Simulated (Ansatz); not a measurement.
Input

```
crystal:
  periodic: [false, false, false]
  atoms:
    - {symbol: Ti, position_ang: [-0.893770, -1.341894, 0.712601]}
    - {symbol: Cl, position_ang: [-0.318247, -1.170282, 2.796643]}
    - {symbol: Cl, position_ang: [-1.624772, -3.341910, 0.325947]}
    - {symbol: Cl, position_ang: [-2.417748, 0.119632, 0.202298]}
    - {symbol: S, position_ang: [0.906742, -1.069478, -0.631910]}
    - {symbol: Ti, position_ang: [1.027639, 1.184133, -0.805873]}
    - {symbol: Cl, position_ang: [3.078309, 1.628444, -1.336242]}
    - {symbol: Cl, position_ang: [-0.296688, 1.897118, -2.368464]}
    - {symbol: Cl, position_ang: [0.538544, 2.094246, 1.105009]}
basis:
  gaussian: {orbitals: def2-TZVP, initial_orbitals: start.molden}
hamiltonian: {xc: pbe0, dispersion: d4}
scf: {omitted_lower_state_checks: [starts]}
output: {orbitals: {seedname: orbitals}}
```

Command:

```sh
ansatz run in.yaml --threads 4 --pin off --events-out ev --progress --plain --max-ram 8704MiB
```

Geometry: r2SCAN-D4/def2-SVP.

Computed with RKS PBE0-D4/def2-TZVP in Ansatz 0.2.0.

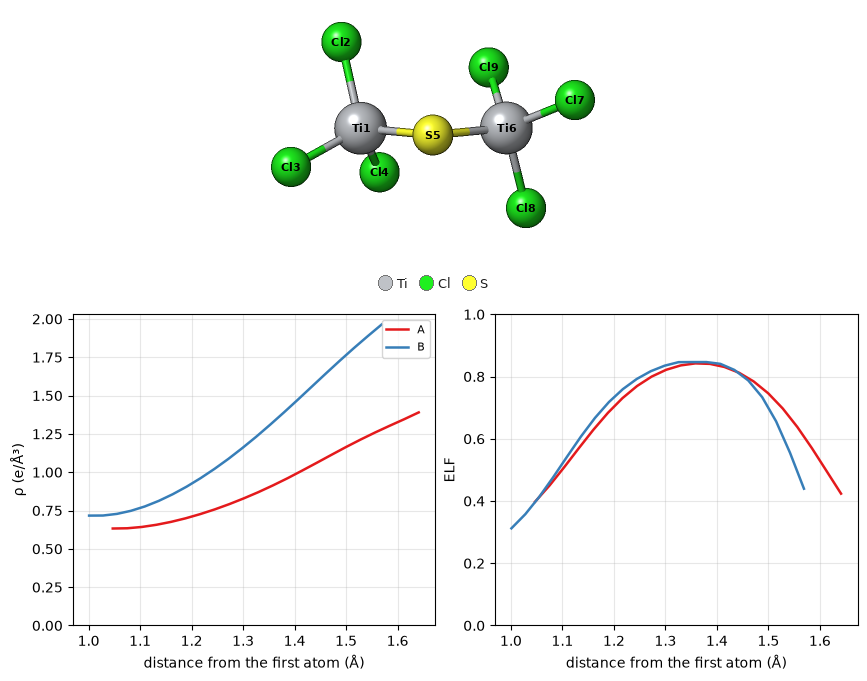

Cl$_{6}$STi$_{2}$. Electron density and electron localisation function along straight lines between neighbouring atoms. The curves leave out the atomic cores. The structure is drawn too.

Which curve belongs to which contact (Ti–Cl and Ti–S)? The first atom named is at distance zero.

Answer. Curve A: Ti–S (2.26 Å): the density is about 0.66 e/Å³ at the midpoint; the ELF peaks at about 0.85 in the valence shell of S, 0.9 Å from its nucleus, and is about 0.55 at the midpoint. Curve B: Ti–Cl (2.16 Å): ρ at the midpoint is about 0.75 e/Å³; the ELF peaks at about 0.85 in the valence shell of Cl, 0.8 Å from its nucleus, and is about 0.50 at the midpoint.
